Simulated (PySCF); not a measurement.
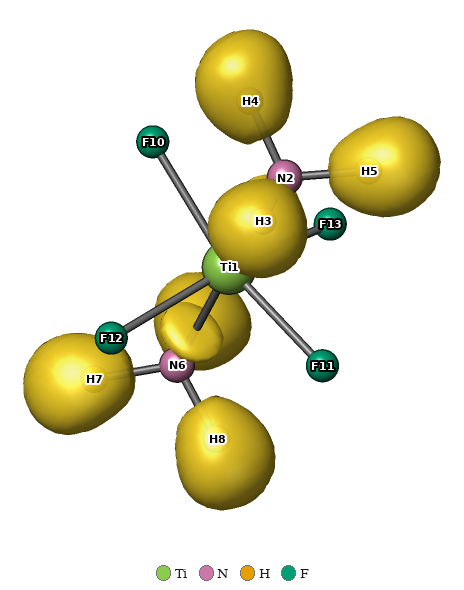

Figure 1: F4H6N2Ti (trans-Ti(NH3)2F4). Isosurface of the ELF at 0.9 (yellow), seen at an oblique angle. Only the valence region is drawn (cores and ρ < 0.01 e/Å³ removed).

Geometry: PBE0-D3(BJ)/def2-SVP.

The calculation used PySCF, CAM-B3LYP/def2-SVPD, SCF density, gas phase.

```
atom    x (Å)    y (Å)    z (Å)
  Ti   0.0476  -0.0145   0.0010
   N  -0.0004  -0.0035   2.2123
   H  -0.4716   0.8409   2.5354
   H   0.9452  -0.0319   2.5901
   H  -0.5331  -0.8027   2.5536
   N  -0.0097   0.0009  -2.2095
   H   0.4424   0.8356  -2.5794
   H  -0.9911   0.0223  -2.4875
   H   0.4130  -0.8412  -2.5966
   F   1.8048  -0.0182   0.3492
   F  -1.7205  -0.0156   0.3106
   F   0.0527   1.7501  -0.3202
   F   0.0514  -1.7743  -0.3368
```

Q: Identify the bonds, lone pairs and shells in this picture.

A: The surface consists of six regions around hydrogen nuclei and two lobes of the valence shell of N pointing towards Ti. Along the contacts the grid gives the following. Ti–F (1.79 Å): the ELF peaks at about 0.85 in the valence shell of F, 0.5 Å from its nucleus, and drops to about 0.20 between the two atoms. Ti–N (2.21 Å): the ELF peaks at about 0.95 in the valence shell of N, 0.7 Å from its nucleus, and is about 0.25 at the midpoint.
